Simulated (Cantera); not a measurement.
A closed system holds: 1 mol TiC, 0.0074 mol C, 0.15 mol H2, at 1.00 bar.

Method: chemical equilibrium by Gibbs-energy minimisation in Cantera with the NASA 1993 tables (ideal gas, pure condensed phases). Candidate condensed phases: C, C6H6, C7H8, C8H18, Ti, TiC; 77 gas species. TiC: taken at fixed stoichiometry. Equilibrium is a limit: real reactors are often held back by kinetics, nucleation or transport.

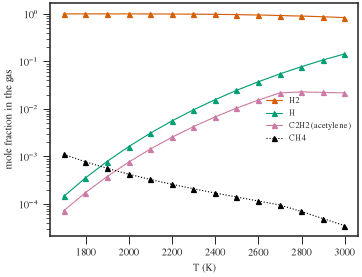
Equilibrium gas composition (values under 1e-9 drawn at 1e-9)

From 1698 K to 2698 K the condensed part is C(graphite) + TiC(s). From 2798 K to 2998 K the condensed part is TiC(s).
